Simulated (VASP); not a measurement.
# SnO (Romarchite) with rev-vdW-DF2: from relaxation to properties, part 5 of 5

Wanted: the relaxed cell of SnO (Romarchite) and its properties. The start is a cell from a database of measured crystal structures.

VASP 6.6.1; rev-vdW-DF2; plane waves and PAW (Sn_d, O).

Still holding for the runs below: Spin-orbit coupling is off here; with elements this heavy it splits and shifts levels by tenths of an eV or more.

So far, gap on the k-mesh (eV): step 2 (relaxing cell and atoms (rev-vdW-DF2)) 0.655; step 3 (second relaxation) 0.655; step 6 (density of states (rev-vdW-DF2)) 0.242; step 7 (optical spectrum (rev-vdW-DF2)) 0.242. The relaxed cell has a = 3.845, c = 4.862 Å (conventional setting).

## 9. Band structure (rev-vdW-DF2), changed input

Levels along the symmetry lines show where the bands peak and cross; KPOINTS_OPT computes them in the converged potential. Some settings are moved from the usual, to see what they do.

Contents of INCAR:

```
SYSTEM = SnO
PREC = Accurate
ENCUT = 700
EDIFF = 1E-06
NELM = 100
ISMEAR = 0
SIGMA = 0.05
LREAL = .FALSE.
ALGO = Normal
GGA = MK
AGGAC = 0
LUSE_VDW = .TRUE.
PARAM1 = 0.1234
PARAM2 = 0.711357
ZAB_VDW = -1.8867
LASPH = .TRUE.
NBANDS = 34
LORBIT = 11
LWAVE = .FALSE.
LCHARG = .FALSE.
KPAR = 4
```

Contents of POSCAR:

```
SnO
1.0
    3.8453305450      0.0000000000      0.0000000000
    0.0000000000      3.8453305450      0.0000000000
    0.0000000000      0.0000000000      4.8623809990
Sn O
2 2
Direct
    0.5000000000      0.0000000000      0.2386411685
    0.0000000000      0.5000000000      0.7613588315
    0.0000000000      0.0000000000      0.0000000000
    0.5000000000      0.5000000000      0.0000000000
```

Contents of KPOINTS:

```
Automatic mesh
0
Gamma
5 5 4
0 0 0
```

Contents of KPOINTS_OPT:

```
Line mode
16
Line-mode
Reciprocal
  0.00000000   0.00000000   0.00000000 GAMMA
  0.00000000   0.50000000   0.00000000 X

  0.00000000   0.50000000   0.00000000 X
  0.50000000   0.50000000   0.00000000 M

  0.50000000   0.50000000   0.00000000 M
  0.00000000   0.00000000   0.00000000 GAMMA

  0.00000000   0.00000000   0.00000000 GAMMA
  0.00000000   0.00000000   0.50000000 Z

  0.00000000   0.00000000   0.50000000 Z
  0.00000000   0.50000000   0.50000000 R

  0.00000000   0.50000000   0.50000000 R
  0.50000000   0.50000000   0.50000000 A

  0.50000000   0.50000000   0.50000000 A
  0.00000000   0.00000000   0.50000000 Z

  0.00000000   0.50000000   0.00000000 X
  0.00000000   0.50000000   0.50000000 R

  0.50000000   0.50000000   0.00000000 M
  0.50000000   0.50000000   0.50000000 A
```

PAW data sets: Sn_d and O (PBE family, release 64).

Run with:

```
$ mpirun -np 4 vasp_std
```

The log of the run:

```text
[... set-up lines as in an earlier step ...]
 entering main loop
       N       E                     dE             d eps       ncg     rms          rms(c)
DAV:   1     0.467695403828E+03    0.46770E+03   -0.22200E+04  1346   0.213E+03
DAV:   2     0.582272925169E+02   -0.40947E+03   -0.38108E+03  1232   0.569E+02
DAV:   3    -0.148358499386E+02   -0.73063E+02   -0.71334E+02  1348   0.173E+02
DAV:   4    -0.182604780870E+02   -0.34246E+01   -0.34154E+01  1448   0.396E+01
DAV:   5    -0.183359280948E+02   -0.75450E-01   -0.75433E-01  1528   0.633E+00    0.117E+01
DAV:   6    -0.146309869710E+02    0.37049E+01   -0.14386E+01  1950   0.380E+01    0.503E+00
DAV:   7    -0.145769663077E+02    0.54021E-01   -0.20644E+00  1480   0.740E+00    0.244E+00
DAV:   8    -0.145526750534E+02    0.24291E-01   -0.26193E-01  1400   0.284E+00    0.746E-01
DAV:   9    -0.145462796679E+02    0.63954E-02   -0.29398E-02  1976   0.148E+00    0.241E-01
DAV:  10    -0.145472548273E+02   -0.97516E-03   -0.51391E-03  1660   0.574E-01    0.123E-01
DAV:  11    -0.145469630917E+02    0.29174E-03   -0.12052E-03  1890   0.279E-01    0.123E-02
DAV:  12    -0.145469808684E+02   -0.17777E-04   -0.15542E-04  1344   0.653E-02    0.152E-02
DAV:  13    -0.145469814208E+02   -0.55235E-06   -0.57120E-06  1560   0.166E-02
   1 F= -.14546981E+02 E0= -.14546981E+02  d E =-.110400E-17
 Start KPOINTS_OPT (optional k-point list driver)
k-point batch [1-18\144]
       N       E                     dE             ncg
DAV:   1     0.291887290635E+04   -0.92427E+04     1334
DAV:   2    -0.430013745324E+04   -0.72190E+04     1240
DAV:   3    -0.553524315416E+04   -0.12351E+04     1374
DAV:   4    -0.559544475112E+04   -0.60202E+02     1440
DAV:   5    -0.559676903194E+04   -0.13243E+01     1534
DAV:   6    -0.559682405253E+04   -0.55021E-01     1612
DAV:   7    -0.559682717029E+04   -0.31178E-02     1780
DAV:   8    -0.559682718494E+04   -0.14644E-04     1496
DAV:   9    -0.559682718513E+04   -0.19886E-06     1010
[...]
k-point batch [127-144\144]
       N       E                     dE             ncg
DAV:   1     0.284129006917E+04   -0.28095E+05     1368
DAV:   2    -0.425254062602E+04   -0.70938E+04     1232
DAV:   3    -0.551936773254E+04   -0.12668E+04     1416
DAV:   4    -0.557967857737E+04   -0.60311E+02     1440
DAV:   5    -0.558106328806E+04   -0.13847E+01     1544
DAV:   6    -0.558111763748E+04   -0.54349E-01     1506
DAV:   7    -0.558112124955E+04   -0.36121E-02     1814
DAV:   8    -0.558112126747E+04   -0.17915E-04     1350
DAV:   9    -0.558112126773E+04   -0.26546E-06      984
```

Wall time 82 s (4 MPI ranks of Intel Xeon 6975P-C (Granite Rapids), shared host); peak memory 2.2 GiB; 5.4 min of CPU time.

Parts of OUTCAR (step 9):

```text
   ENCUT  =  700.0 eV  51.45 Ry    7.17 a.u.   8.30  8.30 10.49*2*pi/ulx,y,z

   NELECT =      40.0000    total number of electrons

 E-fermi :   6.8693

 k-point     1 :       0.0000    0.0000    0.0000
  band No.  band energies     occupation
    ...
     16       0.6532      2.00000
     17       3.3656      2.00000
     18       3.6519      2.00000
     19       3.6519      2.00000
     20       6.5814      2.00000
     21       8.7024      0.00000
     22      11.0211      0.00000
     23      11.2597      0.00000
     24      11.2597      0.00000
     25      12.3064      0.00000
    ...

Total vdW correction in eV:      6.7770950

  Total       -0.0298526     -0.0298526     -0.0466550      0.0000000     -0.0000000      0.0000000
  in kB       -0.6652370     -0.6652370     -1.0396634      0.0000000     -0.0000000      0.0000000
  external PRESSURE =      -0.7900458 kB  Pullay stress =       0.0000000 kB

 POSITION                                       TOTAL-FORCE (eV/Angst)
 -----------------------------------------------------------------------------------
      1.92267      0.00000      1.16036         0.000000      0.000000     -0.001145
      0.00000      1.92267      3.70202         0.000000      0.000000      0.001145
      0.00000      0.00000      0.00000         0.000000     -0.000000      0.000000
      1.92267      1.92267      0.00000        -0.000000      0.000000      0.000000
 -----------------------------------------------------------------------------------
    total drift:                                0.000000      0.000000      0.000000

  FREE ENERGIE OF THE ION-ELECTRON SYSTEM (eV)
  ---------------------------------------------------
  free  energy   TOTEN  =       -14.5469814208 eV

  energy  without entropy=      -14.5469814208  energy(sigma->0) =      -14.54698142

Total vdW correction in eV:      6.7772341

[... 6 parts as in an earlier step ...]

[... 10 further parts left out ...]
```

This step gave:

```
bands                             : 34
irreducible k-points              : 18
free energy (TOTEN)               : -14.55 eV
Fermi energy                      : 6.869 eV
pressure                          : -0.07900 GPa
least gap on mesh and path        : 0.2337 eV
least direct gap on mesh and path : 2.061 eV
valence top at k                  : 0.06667, 0.06667, 0
least direct gap at k             : 0, 0, 0.1333
```

The electronic bands at the labelled points (eV, zero at the valence-band top; v1 is the highest filled band, c1 the lowest empty one):

```
    point     v4     v3     v2     v1    c1    c2    c3    c4
        Γ  -3.22  -2.94  -2.94  -0.01  2.11  4.43  4.67  4.67
        X  -4.55  -4.55  -2.53  -2.53  3.21  3.21  5.84  5.84
        M  -2.29  -2.29  -1.83  -1.83  0.23  0.23  4.57  4.57
        Γ  -3.22  -2.94  -2.94  -0.01  2.11  4.43  4.67  4.67
        Z  -3.16  -2.96  -2.96  -2.00  1.71  3.00  3.00  3.66
        R  -4.52  -4.52  -1.61  -1.61  2.64  2.64  5.38  5.38
        A  -2.60  -2.60  -2.29  -2.29  2.49  2.49  4.08  4.08
        Z  -3.16  -2.96  -2.96  -2.00  1.71  3.00  3.00  3.66
jump to X  -4.55  -4.55  -2.53  -2.53  3.21  3.21  5.84  5.84
        R  -4.52  -4.52  -1.61  -1.61  2.64  2.64  5.38  5.38
jump to M  -2.29  -2.29  -1.83  -1.83  0.23  0.23  4.57  4.57
        A  -2.60  -2.60  -2.29  -2.29  2.49  2.49  4.08  4.08
```

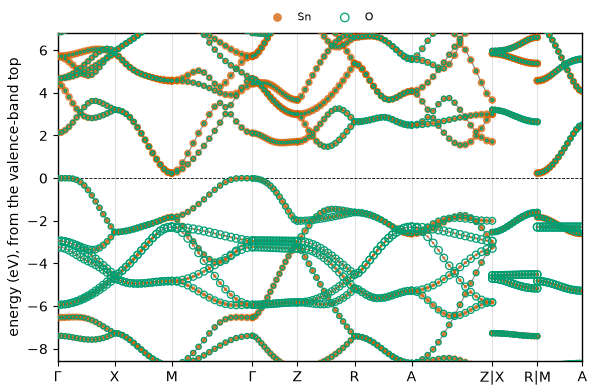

Electronic bands along the path; dots are coloured as in the legend, and their area grows with the weight.

Against the sound run “Bands along the symmetry lines (rev-vdW-DF2)”, the energy at zero smearing moves by -2.2 meV an atom, the pressure by -0.06 GPa and the gap by +0.00 eV.

## 10. Results

| Quantity | Value |
| --- | --- |
| relaxed volume | 17.97 Å³/atom |
| relaxed conventional cell a, b, c | 3.845, 3.845, 4.862 Å |
| space group after relaxing, within 0.02 Å | P4/nmm (No. 129) |
| band gap | 0.233 eV, indirect (least direct gap of that run 2.06 eV) |
| gap among the points of the DOS mesh alone, an upper bound | 0.242 eV |
| strongest peak of ε2, mean over directions | 3.09 eV |
| ε1 at zero frequency, no local fields, mean | 8.05 |
| highest zone-centre mode | 444 cm⁻¹ |

**Reading.** With rev-vdW-DF2, SnO (Romarchite) relaxes to 17.97 Å³/atom in space group P4/nmm (held by the symmetry of the run) and has an indirect gap of 0.233 eV. Against the listed cell the volume lies +2.9 % (a +1.2 %, c +0.4 %). Bands along the symmetry lines (rev-vdW-DF2): On this path the gap is indirect, 0.23 eV, with the valence top between M and Γ and the conduction bottom at M. The least direct gap is 2.06 eV. Vibrations at Γ (rev-vdW-DF2): The highest mode in this list at Γ, 443.9 cm⁻¹, is mostly motion of O (100 % of the kinetic energy). Band structure (rev-vdW-DF2), changed input: On this path the gap is indirect, 0.23 eV, with the valence top between M and Γ and the conduction bottom at M. The least direct gap is 2.06 eV. Spin-orbit coupling is left out, and with elements this heavy it would split and shift bands near the edges, and it can change the kind of a small gap. Modes at Γ alone can't show that the crystal is stable at other wave vectors, and the LO-TO splitting is not included. No search among competing phases was made, and a listed structure need not be the one stable at ambient conditions. All values are for a static lattice at zero temperature.

[Lines on the potential files, build, host, timing and source positions are cut from VASP's logs without a mark.]

[Logs are printed without paths, hosts, clocks, repeated set-up lines and the standing remarks that a program may print on its own settings, such as how far it seeks lower states.]

[Hosts, paths, dates, database ids (printed as entryN), source tags and the programs' standing remarks are cut or masked in the printed files.]

[A measured line is paired with the nearest computed mode of its activity, which favours agreement.]
